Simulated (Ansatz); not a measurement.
# CH4N2OSi: single points with varied inputs

How do the results and run time of CH4N2OSi respond when the settings are drawn wide?

The runs use Ansatz 0.2.0, Gaussian basis; the settings change from run to run.

## Step 1: The molecule

The structure was relaxed beforehand with PBE0-D4 in a triple-zeta def2 set.

9 atoms, charge 0, spin multiplicity 1.

Atoms are counted from 1 here; the program's logs count them from 0.

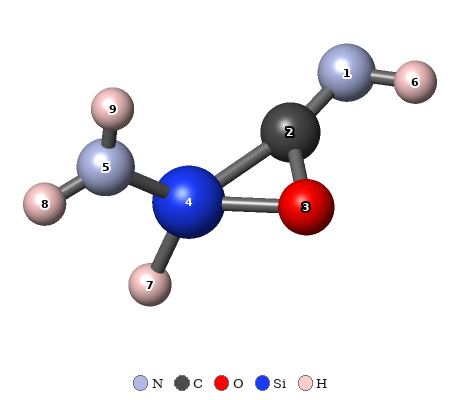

The structure; nitrogen light blue, carbon dark grey, oxygen red, silicon blue, hydrogen pink; atoms are numbered from 1 in the order of the file.

## Step 2: SPW92/def2-TZVP

Input file in.yaml:

```yaml
crystal:
  periodic: [false, false, false]
  atoms:
    - {symbol: N, position_ang: [0.610874, 2.283914, 0.755788]}
    - {symbol: C, position_ang: [0.560041, 1.095557, 0.386411]}
    - {symbol: O, position_ang: [0.935138, -0.100734, 1.044567]}
    - {symbol: Si, position_ang: [0.289754, -0.446908, -0.476037]}
    - {symbol: N, position_ang: [-1.189198, -1.228363, -0.621830]}
    - {symbol: H, position_ang: [1.004714, 2.364818, 1.696262]}
    - {symbol: H, position_ang: [1.213350, -1.015971, -1.474573]}
    - {symbol: H, position_ang: [-1.324261, -2.018822, -1.228152]}
    - {symbol: H, position_ang: [-2.012012, -0.979690, -0.099535]}
basis:
  gaussian: {orbitals: def2-TZVP}
hamiltonian: {xc: {name: SPW92}}
output: {forces: true}
```

Launch:

```
> ansatz run in.yaml --threads 2 --pin off --events-out ev --progress --plain --max-ram 4352MiB
```

The log of the run, shortened:

```text
Functional definition: SPW92
  name "SPW92"
  cite "Dirac, Proc. Camb. Phil. Soc. 26, 376 (1930) doi:10.1017/S0305004100016108"
  cite "Slater, Phys. Rev. 81, 385 (1951) doi:10.1103/PhysRev.81.385"
  cite "Perdew & Wang, Phys. Rev. B 45, 13244 (1992) doi:10.1103/PhysRevB.45.13244"
[...]
1069 factors; their error is unknown
[...]
mean field -13929.88308108 eV, -511.9137612159 hartree, gradient 1.7e-5 eV, S^2 0.000000; 0 other end points of the search recorded, 0 dependent functions left out
[...]
reference -13929.88311624 eV, -511.9137625080 hartree; 23, 23 occupied and 162, 162 virtual orbitals, 1069 factors
Total energy: -13929.88311624 eV, -511.9137625080 hartree
Atom 0 at     0.610874     2.283914     0.755788 Å, force    -0.153020    -0.037996    -0.362870 eV/Å
Atom 1 at     0.560041     1.095557     0.386411 Å, force    -0.029057    -0.048440    -0.059974 eV/Å
Atom 2 at     0.935138    -0.100734     1.044567 Å, force     0.078502     0.003300     0.186016 eV/Å
Atom 3 at     0.289754    -0.446908    -0.476037 Å, force    -0.260252     0.064856    -0.103037 eV/Å
Atom 4 at    -1.189198    -1.228363    -0.621830 Å, force     0.517334     0.262784     0.063140 eV/Å
Atom 5 at     1.004714     2.364818     1.696262 Å, force     0.176954     0.110535     0.441417 eV/Å
Atom 6 at     1.213350    -1.015971    -1.474573 Å, force     0.114779    -0.104527    -0.124499 eV/Å
Atom 7 at    -1.324261    -2.018822    -1.228152 Å, force    -0.034463    -0.409790    -0.313509 eV/Å
Atom 8 at    -2.012012    -0.979690    -0.099535 Å, force    -0.410776     0.159277     0.273317 eV/Å
Dipole moment:    -0.360186    -0.689780    -0.239296 e Å
```

Run time: 1.9 s. Hardware: 2 threads of Arm Neoverse V1, shared host.

Largest force 0.584 eV/Å, dipole 3.91 D.

## Step 3: RPA/def2-SVPD

Set apart from the defaults: charge -1, multiplicity 2, the search for lower states set to full.

Edit in.yaml of step 2 so:

```diff
@@ -13,4 +13,7 @@
 basis:
-  gaussian: {orbitals: def2-TZVP}
-hamiltonian: {xc: {name: SPW92}}
-output: {forces: true}
+  gaussian: {orbitals: def2-SVPD}
+total_charge: -1
+magnetization: {spin_polarized: true, initial_magnetization: 1}
+hamiltonian: {xc: {name: PBE0}}
+correlation: {method: rpa}
+scf: {lower_state_search: full}
```

Same command.

The log of the run, shortened:

```text
Functional definition: PBE0
  name "PBE0"
  cite "Adamo & Barone, J. Chem. Phys. 110, 6158 (1999) doi:10.1063/1.478522"
  cite "Perdew, Burke & Ernzerhof, Phys. Rev. Lett. 77, 3865 (1996) doi:10.1103/PhysRevLett.77.3865"
  parent pbe
[...]
1360 factors; integrals over basis functions are off by at most 9.7e-4 eV
[...]
mean field -13988.86898096 eV, -514.0814530542 hartree, gradient 1.6e-6 eV, S^2 0.751305; 10 other end points of the search recorded, 0 dependent functions left out
9 core orbitals not correlated: weight in the atoms' cores, before any rotation towards them, 1.000 or more for the frozen orbitals, at most 0.000 for the correlated occupied ones
reference -13946.65673786 eV, -512.5301817329 hartree; 15, 14 occupied and 115, 116 virtual orbitals, 1360 factors
Total energy: -13977.17009016 eV, -513.6515267473 hartree
```

Wall time 37 s (2 threads of Arm Neoverse V1, shared host); peak memory 0.56 GiB.

⟨S²⟩ 0.751.

## Step 4: wB97/def2-TZVPP

Options: multiplicity 3, the search for lower states set to full.

Edit in.yaml of step 3 so:

```diff
@@ -13,7 +13,6 @@
 basis:
-  gaussian: {orbitals: def2-SVPD}
-total_charge: -1
-magnetization: {spin_polarized: true, initial_magnetization: 1}
-hamiltonian: {xc: {name: PBE0}}
-correlation: {method: rpa}
+  gaussian: {orbitals: def2-TZVPP}
+magnetization: {spin_polarized: true, initial_magnetization: 2}
+hamiltonian: {xc: {name: wB97}}
 scf: {lower_state_search: full}
+output: {forces: true}
```

Same command.

The log of the run, shortened:

```text
Functional definition: wB97
  name "wB97"
  cite "Chai & Head-Gordon, J. Chem. Phys. 128, 084106 (2008) doi:10.1063/1.2834918"
  cite "Becke, J. Chem. Phys. 107, 8554 (1997) doi:10.1063/1.475007"
[...]
  # The coefficients of nought are those of the uniform gas.
[...]
      + integral(e_c_pw_opposite_spin*poly(b97_u_opposite, 1, cos1, cos2, cos3, cos4))
1165 factors; their error is unknown
359 factors; integrals over basis functions are off by at most 2.4e-5 eV
[...]
mean field -14003.68903419 eV, -514.6260799652 hartree, gradient 9.5e-6 eV, S^2 2.015730; 11 other end points of the search recorded, 0 dependent functions left out
[...]
reference -14003.68902508 eV, -514.6260796302 hartree; 24, 22 occupied and 198, 200 virtual orbitals, 1165 factors
Total energy: -14003.68902508 eV, -514.6260796302 hartree
Atom 0 at     0.610874     2.283914     0.755788 Å, force     0.108442     1.692859     2.358551 eV/Å
Atom 1 at     0.560041     1.095557     0.386411 Å, force    -1.027841    -1.525374    -2.703794 eV/Å
Atom 2 at     0.935138    -0.100734     1.044567 Å, force     0.237894    -1.760214     0.886487 eV/Å
Atom 3 at     0.289754    -0.446908    -0.476037 Å, force     0.357338     0.306342     0.171970 eV/Å
Atom 4 at    -1.189198    -1.228363    -0.621830 Å, force     0.017638     0.077646    -0.062879 eV/Å
Atom 5 at     1.004714     2.364818     1.696262 Å, force     0.320006     1.243862    -0.670438 eV/Å
Atom 6 at     1.213350    -1.015971    -1.474573 Å, force    -0.035042    -0.046110     0.082039 eV/Å
Atom 7 at    -1.324261    -2.018822    -1.228152 Å, force    -0.014853     0.001530    -0.100872 eV/Å
Atom 8 at    -2.012012    -0.979690    -0.099535 Å, force     0.036417     0.009460     0.038937 eV/Å
Dipole moment:    -0.339275    -0.596388    -0.241954 e Å
```

Wall time 79 s (2 threads of Arm Neoverse V1, shared host); peak memory 0.81 GiB.

Largest force 3.270 eV/Å, dipole 3.49 D, ⟨S²⟩ 2.016.

## Step 5: BLYP/6-31G

Options: high accuracy.

Edit in.yaml of step 4 so:

```diff
@@ -13,6 +13,5 @@
 basis:
-  gaussian: {orbitals: def2-TZVPP}
-magnetization: {spin_polarized: true, initial_magnetization: 2}
-hamiltonian: {xc: {name: wB97}}
-scf: {lower_state_search: full}
+  gaussian: {orbitals: 6-31G}
+hamiltonian: {xc: {name: BLYP}}
+accuracy: high
 output: {forces: true}
```

The command is unchanged.

The log of the run, shortened:

```text
Functional definition: BLYP
  name "BLYP"
  cite "Becke, Phys. Rev. A 38, 3098 (1988) doi:10.1103/PhysRevA.38.3098"
  cite "Lee, Yang & Parr, Phys. Rev. B 37, 785 (1988) doi:10.1103/PhysRevB.37.785"
[...]
1458 factors; integrals over basis functions are off by at most 3.6e-9 eV
[...]
mean field -14000.67524621 eV, -514.5153252997 hartree, gradient 8.5e-8 eV, S^2 0.000000; 0 other end points of the search recorded, 0 dependent functions left out
[...]
reference -14000.67529682 eV, -514.5153271596 hartree; 23, 23 occupied and 34, 34 virtual orbitals, 1458 factors
Total energy: -14000.67529682 eV, -514.5153271596 hartree
Atom 0 at     0.610874     2.283914     0.755788 Å, force    -0.177471     1.785561    -0.047393 eV/Å
Atom 1 at     0.560041     1.095557     0.386411 Å, force    -0.445127     1.093728    -0.813923 eV/Å
Atom 2 at     0.935138    -0.100734     1.044567 Å, force     1.981411    -1.247638     4.150211 eV/Å
Atom 3 at     0.289754    -0.446908    -0.476037 Å, force    -0.074260    -0.829578    -3.514479 eV/Å
Atom 4 at    -1.189198    -1.228363    -0.621830 Å, force    -1.335834    -0.750993    -0.167558 eV/Å
Atom 5 at     1.004714     2.364818     1.696262 Å, force     0.302214     0.440557     0.777945 eV/Å
Atom 6 at     1.213350    -1.015971    -1.474573 Å, force     0.270357    -0.214897    -0.315091 eV/Å
Atom 7 at    -1.324261    -2.018822    -1.228152 Å, force    -0.083343    -0.449533    -0.330361 eV/Å
Atom 8 at    -2.012012    -0.979690    -0.099535 Å, force    -0.437946     0.172794     0.260648 eV/Å
Dipole moment:    -0.383271    -0.662154    -0.302205 e Å
```

It took 3.6 s on 2 threads of Arm Neoverse V1, shared host.

Largest force 4.765 eV/Å, dipole 3.95 D.

## Step 6: PBE0-DH/ANO-RCC-VTZP

Set apart from the defaults: a grid of angular degree 47, finite nuclei, relativity set to scalar, the search for lower states set to off.

Edit in.yaml of step 5 so:

```diff
@@ -13,5 +13,5 @@
 basis:
-  gaussian: {orbitals: 6-31G}
-hamiltonian: {xc: {name: BLYP}}
-accuracy: high
+  gaussian: {orbitals: ANO-RCC-VTZP, final_grid: {core_spheres: 20, valence_spheres: 16, degree: 47}, nuclear_model: gaussian}
+hamiltonian: {xc: {name: PBE0-DH}, pseudopotentials: {relativity: scalar}}
+scf: {lower_state_search: off}
 output: {forces: true}
```

Same command.

The log of the run, shortened:

```text
Functional definition: PBE0-DH
  name "PBE0-DH"
  cite "Brémond & Adamo, J. Chem. Phys. 135, 024106 (2011) doi:10.1063/1.3604569"
  cite "Perdew, Burke & Ernzerhof, Phys. Rev. Lett. 77, 3865 (1996) doi:10.1103/PhysRevLett.77.3865"
[...]
1246 factors; integrals over basis functions are off by at most 9.9e-4 eV
[...]
mean field -14015.31369399 eV, -515.0532783331 hartree, gradient 4.1e-6 eV, S^2 0.000000; 0 other end points of the search recorded, 0 dependent functions left out
9 core orbitals not correlated: weight in the atoms' cores, before any rotation towards them, 1.000 or more for the frozen orbitals, at most 0.000 for the correlated occupied ones
reference -14015.31372238 eV, -515.0532793765 hartree; 14, 14 occupied and 187, 187 virtual orbitals, 1246 factors
second order -31.14833226 eV of doubles, -0.00000000 eV of singles
[...]
Atom 0 at     0.610874     2.283914     0.755788 Å, force     0.074381    -0.179834     0.132189 eV/Å
Atom 1 at     0.560041     1.095557     0.386411 Å, force     0.032095     0.018415     0.104304 eV/Å
Atom 2 at     0.935138    -0.100734     1.044567 Å, force    -0.070050     0.123732    -0.106764 eV/Å
Atom 3 at     0.289754    -0.446908    -0.476037 Å, force     0.056457    -0.030981    -0.031339 eV/Å
Atom 4 at    -1.189198    -1.228363    -0.621830 Å, force    -0.121324    -0.048428     0.012293 eV/Å
Atom 5 at     1.004714     2.364818     1.696262 Å, force    -0.085549    -0.042666    -0.211862 eV/Å
Atom 6 at     1.213350    -1.015971    -1.474573 Å, force    -0.076450     0.058116     0.087139 eV/Å
Atom 7 at    -1.324261    -2.018822    -1.228152 Å, force     0.025626     0.160153     0.121417 eV/Å
Atom 8 at    -2.012012    -0.979690    -0.099535 Å, force     0.164814    -0.058507    -0.107378 eV/Å
Dipole moment:    -0.356840    -0.689953    -0.293465 e Å
Checks for a lower state left out: starts, cluster_reference, orbital_swaps, neighbouring_geometries, increment
```

Run time: 55 s. Hardware: 2 threads of Arm Neoverse V1, shared host; peak memory 0.76 GiB.

Largest force 0.235 eV/Å, dipole 3.99 D.

## Step 7: BCCD(T)/def2-mTZVP

Options: atoms shaken by 0.08 Å, 2 DIIS vectors.

Input file in.yaml:

```yaml
crystal:
  periodic: [false, false, false]
  atoms:
    - {symbol: N, position_ang: [0.726942, 2.332545, 0.811688]}
    - {symbol: C, position_ang: [0.597498, 1.202249, 0.315802]}
    - {symbol: O, position_ang: [1.143798, 0.026276, 1.049629]}
    - {symbol: Si, position_ang: [0.177237, -0.410919, -0.458435]}
    - {symbol: N, position_ang: [-1.175857, -1.211924, -0.715411]}
    - {symbol: H, position_ang: [1.067847, 2.456549, 1.541322]}
    - {symbol: H, position_ang: [1.171381, -0.989149, -1.520889]}
    - {symbol: H, position_ang: [-1.336266, -1.986110, -1.245283]}
    - {symbol: H, position_ang: [-2.001769, -1.072085, -0.090030]}
basis:
  gaussian: {orbitals: def2-mTZVP}
hamiltonian: {xc: {name: HF}}
correlation: {method: bccd_t, diis_vectors: 2}
```

Same command.

The log of the run, shortened:

```text
Functional definition: HF
  name "HF"
  cite "Fock, Z. Phys. 61, 126 (1930) doi:10.1007/BF01340294"
  parent pbe
[...]
1022 factors; integrals over basis functions are off by at most 9.9e-4 eV
[...]
mean field -13955.84230979 eV, -512.8677452750 hartree, gradient 1.5e-6 eV, S^2 0.000000; 0 other end points of the search recorded, 0 dependent functions left out
9 core orbitals not correlated: weight in the atoms' cores, before any rotation towards them, 1.000 or more for the frozen orbitals, at most 0.000 for the correlated occupied ones
reference -13955.84230979 eV, -512.8677452750 hartree; 14, 14 occupied and 92, 92 virtual orbitals, 1022 factors
second order -20.82801049 eV of doubles, -0.00000000 eV of singles
cycle   1  -20.44312918 eV  change    3.8e-1 eV  update   1.4e-1
[...]
cycle  14  -21.24060082 eV  change    1.2e-5 eV  update   1.3e-5
perturbative correction -1.00736716 eV, -0.0370200605 hartree
Total energy: -13978.09027777 eV, -513.6853430181 hartree
```

It took 15 s on 2 threads of Arm Neoverse V1, shared host; peak memory 0.7 GiB.

## Step 8: PBE0-DH/6-31G*

Options: charge -1, multiplicity 2.

Input file in.yaml:

```yaml
crystal:
  periodic: [false, false, false]
  atoms:
    - {symbol: N, position_ang: [0.610874, 2.283914, 0.755788]}
    - {symbol: C, position_ang: [0.560041, 1.095557, 0.386411]}
    - {symbol: O, position_ang: [0.935138, -0.100734, 1.044567]}
    - {symbol: Si, position_ang: [0.289754, -0.446908, -0.476037]}
    - {symbol: N, position_ang: [-1.189198, -1.228363, -0.621830]}
    - {symbol: H, position_ang: [1.004714, 2.364818, 1.696262]}
    - {symbol: H, position_ang: [1.213350, -1.015971, -1.474573]}
    - {symbol: H, position_ang: [-1.324261, -2.018822, -1.228152]}
    - {symbol: H, position_ang: [-2.012012, -0.979690, -0.099535]}
basis:
  gaussian: {orbitals: "6-31G*"}
total_charge: -1
magnetization: {spin_polarized: true, initial_magnetization: 1}
hamiltonian: {xc: {name: PBE0-DH}}
```

Same command.

The log of the run, shortened:

```text
Functional definition: PBE0-DH
  name "PBE0-DH"
  cite "Brémond & Adamo, J. Chem. Phys. 135, 024106 (2011) doi:10.1063/1.3604569"
  cite "Perdew, Burke & Ernzerhof, Phys. Rev. Lett. 77, 3865 (1996) doi:10.1103/PhysRevLett.77.3865"
[...]
837 factors; integrals over basis functions are off by at most 1.0e-3 eV
[...]
mean field -13988.93641380 eV, -514.0839311655 hartree, gradient 2.5e-6 eV, S^2 0.759014; 4 other end points of the search recorded, 0 dependent functions left out
9 core orbitals not correlated: weight in the atoms' cores, before any rotation towards them, 1.000 or more for the frozen orbitals, at most 0.000 for the correlated occupied ones
reference -13988.93643145 eV, -514.0839318142 hartree; 15, 14 occupied and 63, 64 virtual orbitals, 837 factors
second order -24.73911384 eV of doubles, -0.00000000 eV of singles
Total energy: -13992.02882068 eV, -514.1975750223 hartree
```

Run time: 8.5 s. Hardware: 2 threads of Arm Neoverse V1, shared host.

⟨S²⟩ 0.759.

## Step 9: BLYP/6-31G*

Set apart from the defaults: multiplicity 3, restricted open-shell orbitals, atoms shaken by 0.15 Å, D3(BJ) dispersion.

Input file in.yaml:

```yaml
crystal:
  periodic: [false, false, false]
  atoms:
    - {symbol: N, position_ang: [0.577407, 2.307570, 0.671516]}
    - {symbol: C, position_ang: [0.449475, 1.060628, 0.642470]}
    - {symbol: O, position_ang: [1.077356, -0.171161, 1.218892]}
    - {symbol: Si, position_ang: [0.193347, -0.342494, -0.529702]}
    - {symbol: N, position_ang: [-1.212647, -0.986115, -0.950101]}
    - {symbol: H, position_ang: [1.272480, 2.362134, 1.507392]}
    - {symbol: H, position_ang: [1.540889, -1.009378, -1.487525]}
    - {symbol: H, position_ang: [-1.194158, -2.107285, -1.023797]}
    - {symbol: H, position_ang: [-1.905213, -0.945182, -0.040750]}
basis:
  gaussian: {orbitals: "6-31G*"}
magnetization: {spin_polarized: false, initial_magnetization: 2}
hamiltonian: {xc: {name: BLYP}, dispersion: d3bj}
```

The command is unchanged.

The log of the run, shortened:

```text
Functional definition: BLYP
  name "BLYP"
  cite "Becke, Phys. Rev. A 38, 3098 (1988) doi:10.1103/PhysRevA.38.3098"
  cite "Lee, Yang & Parr, Phys. Rev. B 37, 785 (1988) doi:10.1103/PhysRevB.37.785"
[...]
1036 factors; their error is unknown
[...]
mean field -13998.37106400 eV, -514.4306481654 hartree, gradient 1.4e-5 eV, S^2 2.000000; 7 other end points of the search recorded, 0 dependent functions left out
reference -13998.37136655 eV, -514.4306592838 hartree; 24, 22 occupied and 63, 65 virtual orbitals, 1036 factors
Total energy: -13998.76623503 eV, -514.4451704328 hartree
```

Wall time 6 s (2 threads of Arm Neoverse V1, shared host).

## Step 10: wB97M-V/aug-cc-pVTZ

Input file in.yaml:

```yaml
crystal:
  periodic: [false, false, false]
  atoms:
    - {symbol: N, position_ang: [0.610874, 2.283914, 0.755788]}
    - {symbol: C, position_ang: [0.560041, 1.095557, 0.386411]}
    - {symbol: O, position_ang: [0.935138, -0.100734, 1.044567]}
    - {symbol: Si, position_ang: [0.289754, -0.446908, -0.476037]}
    - {symbol: N, position_ang: [-1.189198, -1.228363, -0.621830]}
    - {symbol: H, position_ang: [1.004714, 2.364818, 1.696262]}
    - {symbol: H, position_ang: [1.213350, -1.015971, -1.474573]}
    - {symbol: H, position_ang: [-1.324261, -2.018822, -1.228152]}
    - {symbol: H, position_ang: [-2.012012, -0.979690, -0.099535]}
basis:
  gaussian: {orbitals: aug-cc-pVTZ}
hamiltonian: {xc: {name: wB97M-V}}
```

The command is unchanged.

The log of the run, shortened:

```text
Functional definition: wB97M-V
  name "wB97M-V"
  cite "Mardirossian & Head-Gordon, J. Chem. Phys. 144, 214110 (2016) doi:10.1063/1.4952647"
  cite "Becke, J. Chem. Phys. 107, 8554 (1997) doi:10.1063/1.475007"
  cite "Vydrov & Van Voorhis, J. Chem. Phys. 133, 244103 (2010) doi:10.1063/1.3521275"
  # Of w^i u^j: cxij and so on, Table III.
[...]
  gx(w, u) = 1 - cx + cx01*u + cx10*w
  gss(w, u) = css00 + css04*u^4 + css10*w + css20*w^2 + css43*w^4*u^3
  gos(w, u) = cos00 + cos10*w + (cos20 + cos21*u)*w^2 + (cos60 + cos61*u)*w^6
[...]
      + integral(e_c_pw_mod_opposite_spin*gos(b97_w_opposite, b97_u_opposite)) + vv10(b, c)
1419 factors; their error is unknown
477 factors; integrals over basis functions are off by at most 2.1e-5 eV
[...]
mean field -14007.18573094 eV, -514.7545812006 hartree, gradient 1.7e-5 eV, S^2 0.000000; 0 other end points of the search recorded, 0 dependent functions left out
reference -14007.18580238 eV, -514.7545838261 hartree; 23, 23 occupied and 303, 303 virtual orbitals, 1419 factors
Total energy: -14007.18580238 eV, -514.7545838261 hartree
```

Run time: 24 s. Hardware: 2 threads of Arm Neoverse V1, shared host; peak memory 1.1 GiB.

## Step 11: The runs in one table

```
               level  charge  multiplicity  geometry  functions  energy (eV)   time
     SPW92/def2-TZVP       0             1   relaxed        185   -13929.883  1.9 s
       RPA/def2-SVPD      -1             2   relaxed        139   -13977.170   37 s
     wB97/def2-TZVPP       0             3   relaxed        222   -14003.689   79 s
          BLYP/6-31G       0             1   relaxed         57   -14000.675  3.6 s
PBE0-DH/ANO-RCC-VTZP       0             1   relaxed        210   -14019.207   55 s
  BCCD(T)/def2-mTZVP       0             1    shaken        115   -13978.090   15 s
      PBE0-DH/6-31G*      -1             2   relaxed         87   -13992.029  8.5 s
         BLYP/6-31G*       0             3    shaken         87   -13998.766    6 s
 wB97M-V/aug-cc-pVTZ       0             1   relaxed        326   -14007.186   24 s
```

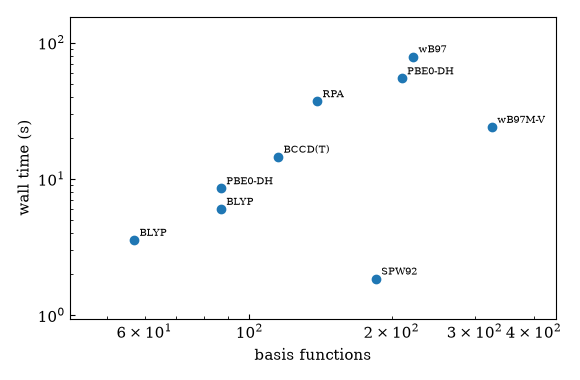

Wall time against the number of basis functions (shared host).

## Step 12: What came out

| quantity | value |
| --- | --- |
| runs | 9 |
| quickest | SPW92/def2-TZVP, 1.9 s |
| slowest | wB97/def2-TZVPP, 79 s |
| spread of total energies, same state and geometry | 89.3 eV |
| dipole, same state and geometry | 3.91 to 3.99 D |

**Reading.** wB97/def2-TZVPP took 43 times as long as SPW92/def2-TZVP. The jobs differ in tasks and options as well as level. Total energies at one charge and spin differ by 89 eV between levels, so only differences within one level mean anything. Some of these runs are scalar-relativistic and others not, which shifts the totals of all-electron atoms past neon by eV; core potentials, where a basis has them, take the core out of the total altogether. At the PBE0-D4/def2-TZVP geometry and in the same state, runs without warnings or point charges leave forces up to 4.77 eV/Å (BLYP/6-31G). At that geometry and state the dipole changes by 2 % between the lowest and highest value.
